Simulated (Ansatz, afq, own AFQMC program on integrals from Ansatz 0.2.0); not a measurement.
# NH3S (triplet): quantum Monte Carlo beside coupled cluster at distance N1–H4 along a hydrogen transfer = 1.158 Å, cc-pVTZ

Aim: compute NH3S (triplet) with auxiliary-field quantum Monte Carlo on the same integrals as coupled cluster, and set the energies side by side.

Program: Ansatz 0.2.0, Gaussian basis, and an in-house AFQMC program (afq) on its integrals; all values are calculated. Level of theory: cc-pVTZ, frozen cores. These are calculated values, not measurements.

Plan: CCSD(T) on UHF; PBE (unrestricted); r2SCAN (unrestricted); PBE0 (unrestricted); B3LYP (unrestricted); wB97M-V (unrestricted); B2PLYP (unrestricted); Phaseless AFQMC, CISD trial on UHF.

### Step 1. The geometry

The geometry derives from fragments relaxed apart (PBE0/def2-TZVP) and kept rigid, so it is no stationary point. A hydrogen atom is moved between rigid fragments.

5 atoms, charge 0, spin multiplicity 3.

Atoms are counted from 1 here; the program's logs count them from 0.

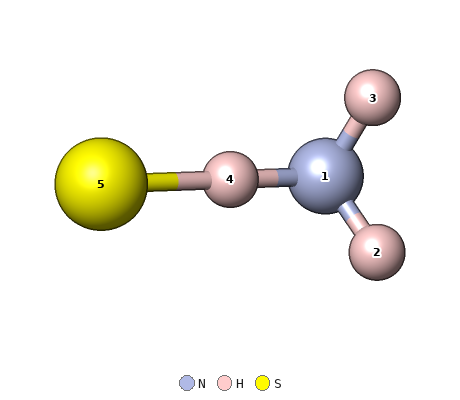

The geometry (nitrogen light blue, hydrogen pink, sulfur yellow); atoms are numbered from 1 in the order of the file.

Geometry (Å):

```xyz
5
H3NS
N    -1.7959   -0.0116   -0.0181
H    -2.0932    0.9562   -0.0181
H    -2.0932   -0.4139    0.8622
H    -0.6379   -0.0116   -0.0181
S     0.9361   -0.0116   -0.0181
```

### Step 2. CCSD(T) on UHF

Contents of in.yaml:

```yaml
crystal:
  periodic: [false, false, false]
  atoms:
    - {symbol: N, position_ang: [-1.795877, -0.011611, -0.018072]}
    - {symbol: H, position_ang: [-2.093156, 0.956222, -0.018071]}
    - {symbol: H, position_ang: [-2.093156, -0.413910, 0.862188]}
    - {symbol: H, position_ang: [-0.637877, -0.011611, -0.018072]}
    - {symbol: S, position_ang: [0.936123, -0.011610, -0.018072]}
basis:
  gaussian: {orbitals: cc-pVTZ}
magnetization: {spin_polarized: true, initial_magnetization: 2}
correlation: {method: ccsd_t, electrons: outside_noble_gas, hamiltonian_folder: ham}
```

On the command line:

```console
> ansatz run in.yaml --threads 1 --pin off --events-out ev --progress --plain --max-ram 16896MiB --backend cuda --devices 0, --max-vram 18GiB
```

Standard output:

```text
Functional definition: HF
  name "HF"
  cite "Fock, Z. Phys. 61, 126 (1930) doi:10.1007/BF01340294"
  parent pbe
  exchange = exact_x
  correlation = 0
605 factors; integrals over basis functions are off by at most 1.3e-3 eV
mean field evaluation 1: about -12343.0686 eV, gradient 2.0e1 eV
mean field evaluation 2: about -12343.0719 eV, gradient 2.0e1 eV
mean field evaluation 4: about -12345.0147 eV, gradient 2.5e0 eV
mean field evaluation 8: about -12345.0925 eV, gradient 4.9e-3 eV
mean field evaluation 16: about -12345.0111 eV, gradient 2.5e0 eV
mean field evaluation 32: about -12345.0925 eV, gradient 8.6e-5 eV
mean field evaluation 64: about -12345.0418 eV, gradient 2.3e-6 eV
mean field evaluation 96: about -12344.3516 eV, gradient 6.0e0 eV
mean field evaluation 128: about -12345.0418 eV, gradient 2.2e-6 eV
mean field evaluation 160: about -12344.4048 eV, gradient 5.0e0 eV
mean field evaluation 192: about -12342.2875 eV, gradient 9.1e0 eV
mean field evaluation 224: about -12344.9581 eV, gradient 6.5e-1 eV
mean field evaluation 256: about -12342.4781 eV, gradient 6.5e0 eV
mean field evaluation 288: about -12344.4219 eV, gradient 2.3e-1 eV
mean field evaluation 320: about -12343.3165 eV, gradient 2.8e0 eV
mean field -12345.09248351 eV, -453.6737809646 hartree, gradient 1.6e-6 eV, S^2 2.041110; 13 other end points of the search recorded, 0 dependent functions left out
determinant -12345.09248351 eV, -453.6737809646 hartree, with singles and doubles -12356.15959463 eV, -454.0804897967 hartree
determinant -12345.04181258 eV, -453.6719188424 hartree, with singles and doubles -12356.10044803 eV, -454.0783161995 hartree
determinant -12344.42282833 eV, -453.6491715907 hartree, with singles and doubles -12355.44752205 eV, -454.0543216123 hartree
determinant -12345.09248351 eV, -453.6737809646 hartree, with singles and doubles -12356.07640375 eV, -454.0774325885 hartree
determinant -12345.04181258 eV, -453.6719188424 hartree, with singles and doubles -12356.01780450 eV, -454.0752791058 hartree
6 core orbitals not correlated: weight in the atoms' cores, before any rotation towards them, 1.000 or more for the frozen orbitals, at most 0.000 for the correlated occupied ones
reference -12345.09248351 eV, -453.6737809646 hartree; 8, 6 occupied and 92, 94 virtual orbitals, 605 factors
second order -10.04639652 eV of doubles, -0.00000000 eV of singles
cycle   1  -10.98392129 eV  change   -1.0e-6 eV  update   2.0e-6
perturbative correction -0.42526743 eV, -0.0156282897 hartree
Total energy: -12356.50167223 eV, -454.0930609167 hartree
```

Wall time 6 s (1 × NVIDIA H100 80GB HBM3 with 1 thread of AMD EPYC 7R13 (Zen 3), shared host); peak host memory 2 GiB.

From the report: ⟨S²⟩ of the determinant 2.041 (pure triplet: 2.00); correlation -11.4092 eV; T1 0.017; largest double amplitude 0.04.

This run also writes the integrals to the folder ham.

### Step 3. PBE (unrestricted)

in.yaml: that of step 2 with these lines changed.

```diff
@@ -11,2 +11,3 @@
 magnetization: {spin_polarized: true, initial_magnetization: 2}
-correlation: {method: ccsd_t, electrons: outside_noble_gas, hamiltonian_folder: ham}
+hamiltonian: {xc: {name: PBE}}
+output: {orbitals: {seedname: orbitals}}
```

On the command line:

```console
> ansatz run in.yaml --threads 1 --pin off --events-out ev --progress --plain --max-ram 5632MiB --backend cpu
```

Standard output:

```text
Functional definition: PBE
  name "PBE"
  cite "Perdew, Burke & Ernzerhof, Phys. Rev. Lett. 77, 3865 (1996) doi:10.1103/PhysRevLett.77.3865"
  parent pbe
  parameter kappa = 0.804
  parameter beta = 0.06672455060314922
  exchange = pbe_x(kappa = kappa, mu = beta*pi^2/3)
  correlation = pbe_c(beta = beta)
623 factors; their error is unknown
mean field evaluation 1: about -12354.1949 eV, gradient 5.2e1 eV
mean field evaluation 2: about -12276.0524 eV, gradient 1.1e2 eV
mean field evaluation 4: about -12352.7939 eV, gradient 4.1e1 eV
mean field evaluation 8: about -12365.9103 eV, gradient 5.7e-1 eV
mean field evaluation 16: about -12365.8927 eV, gradient 3.0e-3 eV
mean field evaluation 32: about -12365.8439 eV, gradient 7.5e-3 eV
mean field evaluation 64: about -12365.6773 eV, gradient 5.3e0 eV
mean field evaluation 96: about -12365.7635 eV, gradient 3.8e0 eV
mean field -12365.89270595 eV, -454.4381750405 hartree, gradient 6.3e-6 eV, S^2 2.005316; 9 other end points of the search recorded, 0 dependent functions left out
reference -12365.89273348 eV, -454.4381760521 hartree; 14, 12 occupied and 92, 94 virtual orbitals, 623 factors
Total energy: -12365.89273348 eV, -454.4381760521 hartree
```

Wall time 9.5 s (1 thread of AMD EPYC 7R13 (Zen 3), shared host); peak memory 2 GiB.

From the report: ⟨S²⟩ of the determinant 2.005 (pure triplet: 2.00).

### Step 4. r2SCAN (unrestricted)

in.yaml: that of step 3 with these lines changed.

```diff
@@ -11,3 +11,2 @@
 magnetization: {spin_polarized: true, initial_magnetization: 2}
-hamiltonian: {xc: {name: PBE}}
-output: {orbitals: {seedname: orbitals}}
+hamiltonian: {xc: {name: r2SCAN}}
```

Same command.

Standard output:

```text
Functional definition: r2SCAN
  name "r2SCAN"
  cite "Furness, Kaplan, Ning, Perdew & Sun, J. Phys. Chem. Lett. 11, 8208 (2020) doi:10.1021/acs.jpclett.0c02405"
  cite "Furness, Kaplan, Ning, Perdew & Sun, J. Phys. Chem. Lett. 11, 9248 (2020) doi:10.1021/acs.jpclett.0c03077"
  parent r2scan
  parameter k0 = 0.174
  parameter k1 = 0.065
  parameter a1 = 4.9479
  exchange = r2scan_x(k0 = k0, k1 = k1, a1 = a1)
  correlation = r2scan_c
623 factors; their error is unknown
mean field evaluation 1: about -12360.6620 eV, gradient 4.8e1 eV
mean field evaluation 2: about -12304.5951 eV, gradient 9.8e1 eV
mean field evaluation 4: about -12364.3761 eV, gradient 3.0e1 eV
mean field evaluation 8: about -12370.8280 eV, gradient 6.2e-1 eV
mean field evaluation 16: about -12370.8103 eV, gradient 3.0e-3 eV
mean field evaluation 32: about -12369.9327 eV, gradient 5.3e0 eV
mean field evaluation 64: about -12370.7499 eV, gradient 2.6e-6 eV
mean field -12370.81029386 eV, -454.6188930628 hartree, gradient 2.4e-6 eV, S^2 2.011210; 7 other end points of the search recorded, 0 dependent functions left out
reference -12370.81030305 eV, -454.6188934008 hartree; 14, 12 occupied and 92, 94 virtual orbitals, 623 factors
Total energy: -12370.81030305 eV, -454.6188934008 hartree
```

It took 19 s on 1 thread of AMD EPYC 7R13 (Zen 3), shared host; peak memory 2 GiB.

From the report: ⟨S²⟩ of the determinant 2.011 (pure triplet: 2.00).

### Step 5. PBE0 (unrestricted)

in.yaml: that of step 4 with these lines changed.

```diff
@@ -11,2 +11,3 @@
 magnetization: {spin_polarized: true, initial_magnetization: 2}
-hamiltonian: {xc: {name: r2SCAN}}
+hamiltonian: {xc: {name: PBE0}}
+output: {orbitals: {seedname: orbitals}}
```

Same command.

Standard output:

```text
Functional definition: PBE0
  name "PBE0"
  cite "Adamo & Barone, J. Chem. Phys. 110, 6158 (1999) doi:10.1063/1.478522"
  cite "Perdew, Burke & Ernzerhof, Phys. Rev. Lett. 77, 3865 (1996) doi:10.1103/PhysRevLett.77.3865"
  parent pbe
  parameter a = 0.25
  parameter kappa = 0.804
  parameter beta = 0.06672455060314922
  exchange = (1 - a)*pbe_x(kappa = kappa, mu = beta*pi^2/3) + a*exact_x
  correlation = pbe_c(beta = beta)
642 factors; their error is unknown
mean field evaluation 1: about -12358.3303 eV, gradient 4.4e1 eV
mean field evaluation 2: about -12315.9278 eV, gradient 8.6e1 eV
mean field evaluation 4: about -12366.0191 eV, gradient 6.1e0 eV
mean field evaluation 8: about -12366.5471 eV, gradient 1.5e0 eV
mean field evaluation 16: about -12366.6987 eV, gradient 3.0e-2 eV
mean field evaluation 32: about -12366.7535 eV, gradient 8.6e-2 eV
mean field -12366.76733626 eV, -454.4703171115 hartree, gradient 5.4e-6 eV, S^2 2.010757; 3 other end points of the search recorded, 0 dependent functions left out
reference -12366.76735777 eV, -454.4703179021 hartree; 14, 12 occupied and 92, 94 virtual orbitals, 642 factors
Total energy: -12366.76735777 eV, -454.4703179021 hartree
```

Wall time 8 s (1 thread of AMD EPYC 7R13 (Zen 3), shared host); peak memory 2 GiB.

From the report: ⟨S²⟩ of the determinant 2.011 (pure triplet: 2.00).

### Step 6. B3LYP (unrestricted)

in.yaml: that of step 5 with these lines changed.

```diff
@@ -11,3 +11,2 @@
 magnetization: {spin_polarized: true, initial_magnetization: 2}
-hamiltonian: {xc: {name: PBE0}}
-output: {orbitals: {seedname: orbitals}}
+hamiltonian: {xc: {name: B3LYP}}
```

The command is unchanged.

Standard output:

```text
Functional definition: B3LYP
  name "B3LYP"
  cite "Stephens, Devlin, Chabalowski & Frisch, J. Phys. Chem. 98, 11623 (1994) doi:10.1021/j100096a001"
  cite "Becke, Phys. Rev. A 38, 3098 (1988) doi:10.1103/PhysRevA.38.3098"
  cite "Lee, Yang & Parr, Phys. Rev. B 37, 785 (1988) doi:10.1103/PhysRevB.37.785"
  cite "Vosko, Wilk & Nusair, Can. J. Phys. 58, 1200 (1980) doi:10.1139/p80-159"
  parameter a0 = 0.2
  parameter ax = 0.72
  parameter ac = 0.81
  exchange = (1 - a0 - ax)*slater_x + ax*b88_x + a0*exact_x
  correlation = (1 - ac)*vwn_rpa_c + ac*lyp_c
639 factors; their error is unknown
mean field evaluation 1: about -12363.3527 eV, gradient 4.7e1 eV
mean field evaluation 2: about -12314.2642 eV, gradient 9.3e1 eV
mean field evaluation 4: about -12371.3258 eV, gradient 1.5e1 eV
mean field evaluation 8: about -12372.8906 eV, gradient 8.8e-1 eV
mean field evaluation 16: about -12372.9627 eV, gradient 2.8e-2 eV
mean field evaluation 32: about -12373.0128 eV, gradient 1.7e-1 eV
mean field -12373.02567206 eV, -454.7003067102 hartree, gradient 5.9e-6 eV, S^2 2.008492; 3 other end points of the search recorded, 0 dependent functions left out
reference -12373.02586114 eV, -454.7003136589 hartree; 14, 12 occupied and 92, 94 virtual orbitals, 639 factors
Total energy: -12373.02586114 eV, -454.7003136589 hartree
```

It took 8.5 s on 1 thread of AMD EPYC 7R13 (Zen 3), shared host; peak memory 2 GiB.

From the report: ⟨S²⟩ of the determinant 2.008 (pure triplet: 2.00).

### Step 7. wB97M-V (unrestricted)

in.yaml: that of step 6 with these lines changed.

```diff
@@ -11,2 +11,3 @@
 magnetization: {spin_polarized: true, initial_magnetization: 2}
-hamiltonian: {xc: {name: B3LYP}}
+hamiltonian: {xc: {name: wB97M-V}}
+output: {orbitals: {seedname: orbitals}}
```

Launched as before.

Standard output:

```text
Functional definition: wB97M-V
  name "wB97M-V"
  cite "Mardirossian & Head-Gordon, J. Chem. Phys. 144, 214110 (2016) doi:10.1063/1.4952647"
  cite "Becke, J. Chem. Phys. 107, 8554 (1997) doi:10.1063/1.475007"
  cite "Vydrov & Van Voorhis, J. Chem. Phys. 133, 244103 (2010) doi:10.1063/1.3521275"
  # Of w^i u^j: cxij and so on, Table III.
  parameter omega = 0.3/bohr
  parameter cx = 0.15
  parameter cx01 = 1.007
  parameter cx10 = 0.259
  parameter css00 = 0.443
  parameter css04 = -1.437
  parameter css10 = -4.535
  parameter css20 = -3.390
  parameter css43 = 4.278
  parameter cos00 = 1.000
  parameter cos10 = 1.358
  parameter cos20 = 2.924
  parameter cos21 = -8.812
  parameter cos60 = -1.390
  parameter cos61 = 9.142
  parameter b = 6.0
  parameter c = 0.01
  gx(w, u) = 1 - cx + cx01*u + cx10*w
  gss(w, u) = css00 + css04*u^4 + css10*w + css20*w^2 + css43*w^4*u^3
  gos(w, u) = cos00 + cos10*w + (cos20 + cos21*u)*w^2 + (cos60 + cos61*u)*w^6
  exchange = spin_sum(e_x_unif_sr(omega)*gx(b97_w, b97_u_x)) + cx*exact_x_sr(omega) + exact_x_lr(omega)
  correlation = spin_sum(e_c_pw_mod_same_spin*gss(b97_w, b97_u_same))
      + integral(e_c_pw_mod_opposite_spin*gos(b97_w_opposite, b97_u_opposite)) + vv10(b, c)
630 factors; their error is unknown
134 factors; integrals over basis functions are off by at most 2.9e-5 eV
mean field evaluation 1: about -12364.4409 eV, gradient 3.7e1 eV
mean field evaluation 2: about -12356.6623 eV, gradient 5.3e1 eV
mean field evaluation 4: about -12370.1361 eV, gradient 1.4e0 eV
mean field evaluation 8: about -12370.3036 eV, gradient 8.7e-1 eV
mean field evaluation 16: about -12370.6824 eV, gradient 4.6e-4 eV
mean field evaluation 32: about -12370.7428 eV, gradient 4.3e-3 eV
mean field -12370.74277763 eV, -454.6164118872 hartree, gradient 6.2e-6 eV, S^2 2.008737; 3 other end points of the search recorded, 0 dependent functions left out
reference -12370.74281016 eV, -454.6164130827 hartree; 14, 12 occupied and 92, 94 virtual orbitals, 630 factors
Total energy: -12370.74281016 eV, -454.6164130827 hartree
```

Wall time 26 s (1 thread of AMD EPYC 7R13 (Zen 3), shared host); peak memory 2 GiB.

From the report: ⟨S²⟩ of the determinant 2.009 (pure triplet: 2.00).

### Step 8. B2PLYP (unrestricted)

in.yaml: that of step 7 with these lines changed.

```diff
@@ -11,3 +11,3 @@
 magnetization: {spin_polarized: true, initial_magnetization: 2}
-hamiltonian: {xc: {name: wB97M-V}}
-output: {orbitals: {seedname: orbitals}}
+hamiltonian: {xc: {name: B2PLYP}}
+correlation: {electrons: outside_noble_gas}
```

The command is unchanged.

Standard output:

```text
Functional definition: B2PLYP
  name "B2PLYP"
  cite "Grimme, J. Chem. Phys. 124, 034108 (2006) doi:10.1063/1.2148954"
  cite "Becke, Phys. Rev. A 38, 3098 (1988) doi:10.1103/PhysRevA.38.3098"
  cite "Lee, Yang & Parr, Phys. Rev. B 37, 785 (1988) doi:10.1103/PhysRevB.37.785"
  parameter a = 0.53
  parameter c = 0.27
  exchange = (1 - a)*b88_x + a*exact_x
  correlation = (1 - c)*lyp_c + c*(mp2_os + mp2_ss)
605 factors; integrals over basis functions are off by at most 1.3e-3 eV
mean field evaluation 1: about -12357.8640 eV, gradient 3.7e1 eV
mean field evaluation 2: about -12357.8948 eV, gradient 3.7e1 eV
mean field evaluation 4: about -12363.1451 eV, gradient 8.5e0 eV
mean field evaluation 8: about -12363.6541 eV, gradient 8.8e-1 eV
mean field evaluation 16: about -12364.2272 eV, gradient 1.2e0 eV
mean field evaluation 32: about -12364.2819 eV, gradient 7.1e-2 eV
mean field evaluation 64: about -12363.6041 eV, gradient 6.2e0 eV
mean field -12364.29752701 eV, -454.3795532959 hartree, gradient 2.7e-6 eV, S^2 2.019193; 7 other end points of the search recorded, 0 dependent functions left out
6 core orbitals not correlated: weight in the atoms' cores, before any rotation towards them, 1.000 or more for the frozen orbitals, at most 0.000 for the correlated occupied ones
reference -12364.29764994 eV, -454.3795578134 hartree; 8, 6 occupied and 92, 94 virtual orbitals, 605 factors
second order -12.35345837 eV of doubles, -0.00000000 eV of singles
Total energy: -12367.63308370 eV, -454.5021327433 hartree
```

Run time: 14 s. Hardware: 1 thread of AMD EPYC 7R13 (Zen 3), shared host; peak memory 2 GiB.

From the report: ⟨S²⟩ of the determinant 2.019 (pure triplet: 2.00).

### Step 9. Phaseless AFQMC, CISD trial on UHF

It reads the integrals that the CCSD(T) run on this determinant wrote.

On the command line:

```console
> afq ham --method phaseless --trial cisd --walkers 900 --populations 20 --least-time 60 --time-step 0.005 --steps-per-block 50 --equilibration-blocks 28 --max-blocks 4000 --target-error 0.00022 --factor-cut 1e-05 --start spin_pure --seed 2324 --release-times 0.24,0.51,0.99,1.62,2.4 --release-step 0.03 --release-every 3 --taylor-order 6
```

Standard output:

```text
orbitals 100  electrons 8 6  factors 599 of 605
reference energy -453.67378096 Eh
CCSD correlation -0.40365166 Eh in 15 cycles, weight of the determinant in the CISD state 0.8574
energy of the start -454.074672 Eh
 block  time / (1/Eh)  mean weight  energy / Eh
     1     0.250  0.9999  -454.070767
     2     0.500  0.9988  -454.077177
     3     0.750  1.0005  -454.082155
     4     1.000  1.0004  -454.087759
     5     1.250  0.9995  -454.088894
     6     1.500  1.0003  -454.091968
     7     1.750  0.9999  -454.091909
     8     2.000  1.0004  -454.094165
     9     2.250  0.9994  -454.093336
    10     2.500  0.9998  -454.094787
    11     2.750  0.9995  -454.094736
    16     4.000  0.9999  -454.092819
    21     5.250  0.9996  -454.095044
    26     6.500  0.9993  -454.093429
    31     7.750  1.0008  -454.095529
    36     9.000  0.9992  -454.094907
    41    10.250  0.9996  -454.095812
    46    11.500  0.9989  -454.093783
    51    12.750  1.0000  -454.093584
    56    14.000  1.0000  -454.093233
    61    15.250  1.0001  -454.093950
    66    16.500  0.9999  -454.091301
    71    17.750  1.0005  -454.093285
    76    19.000  1.0006  -454.090908
    81    20.250  1.0005  -454.093441
    86    21.500  0.9999  -454.096402
    91    22.750  0.9998  -454.093436
    96    24.000  1.0012  -454.092795
   101    25.250  1.0005  -454.094081
   106    26.500  0.9997  -454.094348
   111    27.750  0.9997  -454.095015
   116    29.000  0.9974  -454.094921
   121    30.250  0.9995  -454.090066
   126    31.500  1.0004  -454.093536
   131    32.750  1.0007  -454.093916
   136    34.000  1.0002  -454.091533
   141    35.250  1.0002  -454.097706
   146    36.500  0.9989  -454.093320
   151    37.750  0.9989  -454.092308
   156    39.000  0.9998  -454.092281
   161    40.250  0.9998  -454.091998
   166    41.500  1.0006  -454.092238
   171    42.750  1.0007  -454.093488
   176    44.000  1.0012  -454.093200
   181    45.250  0.9990  -454.093629
   186    46.500  1.0004  -454.096157
   191    47.750  1.0000  -454.090489
   196    49.000  1.0001  -454.093626
   201    50.250  0.9997  -454.094716
   206    51.500  0.9999  -454.093153
   211    52.750  1.0007  -454.097478
   216    54.000  0.9994  -454.094750
   221    55.250  0.9991  -454.093869
   226    56.500  0.9996  -454.092177
error from the spread of 20 populations
released: time / (1/Eh)  energy / Eh  error  mean overlap
  0.24  -454.094172  0.000238  0.9980
  0.51  -454.094369  0.000216  0.9967
  0.99  -454.094788  0.000252  0.9951
  1.62  -454.095475  0.000365  0.9873
  2.40  -454.095074  0.000506  0.9829
energy -454.093752 +/- 0.000212 Eh
```

It took 3.9 min on 1 × NVIDIA H100 80GB HBM3 with 2 threads of AMD EPYC 7R13 (Zen 3), shared host; peak host memory 2 GiB.

Energy -12356.5205 ± 0.0058 eV. Caveats: constraint bias not in the error.

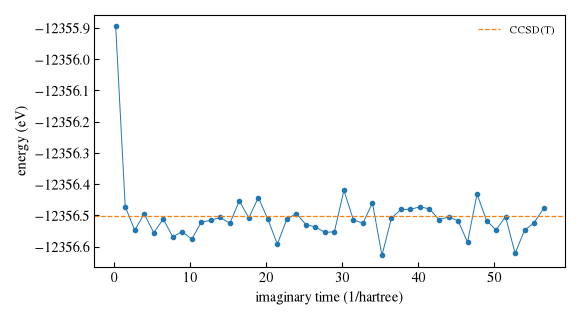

Block energies along the walk.

### Step 10. AFQMC on the ladder

On the UHF determinant, counted from CCSD(T) (a yardstick, not exact):

| level | energy (eV) | from CCSD(T) (kcal/mol) | statistical error (kcal/mol) | time |
| --- | --- | --- | --- | --- |
| HF | -12345.0925 | +263.10 |  |  |
| MP2 | -12355.1389 | +31.43 |  |  |
| CCSD | -12356.0764 | +9.81 |  |  |
| CCSD(T) | -12356.5017 | 0.00 |  |  |
| Phaseless AFQMC, CISD trial, step 0.005, 900 walkers | -12356.5205 | -0.43 | 0.13 | 3.9 min |

The functionals' totals stand on their own zeros and serve differences with other points: PBE -12365.893 eV; r2SCAN -12370.810 eV; PBE0 -12366.767 eV; B3LYP -12373.026 eV; wB97M-V -12370.743 eV; B2PLYP -12367.633 eV.

### Step 11. Summary of results

```
                                       quantity                  value
Phaseless AFQMC, CISD trial on UHF from CCSD(T)  -0.43 ± 0.13 kcal/mol
```

**Reading.** On UHF the phaseless walk with the CISD trial lies -0.43 kcal/mol from CCSD(T), 3 times its error bar. Error bars are statistical and leave out the constraint, the time step and what remains of the start.
